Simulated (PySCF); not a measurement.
Vertical excitations of a molecule C3H7FOSi from TDA-PBE0/def2-SVPD run with PySCF, as energy in eV (oscillator strength): 6.18 (0.004), 6.74 (0.002), 7.13 (0.029), 7.28 (0.009), 7.39 (0.394), 7.59 (0.034), 7.87 (0.011), 7.90 (0.031), 8.16 (0.007), 8.24 (0.015). Lowest triplet (TDA): 4.24 eV. Geometry optimised at PBE0-D3(BJ)/def2-SVP. Other conformers were not sampled.

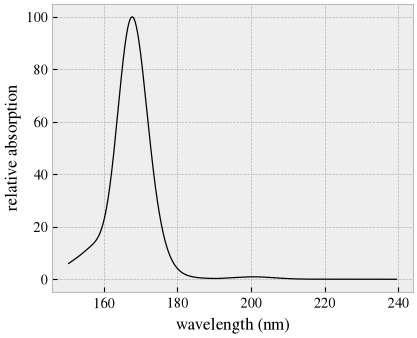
Figure. The lines broadened by 0.4 eV.

Which molecule gave these data?
(A) C/C(=C\F)[SiH2]O
(B) O[C@H]1C[Si@@H](F)C1
(C) F/C=C\OC[SiH3]
(D) O[C@@H]1C[C@]1(F)[SiH3]

A, C/C(=C\F)[SiH2]O
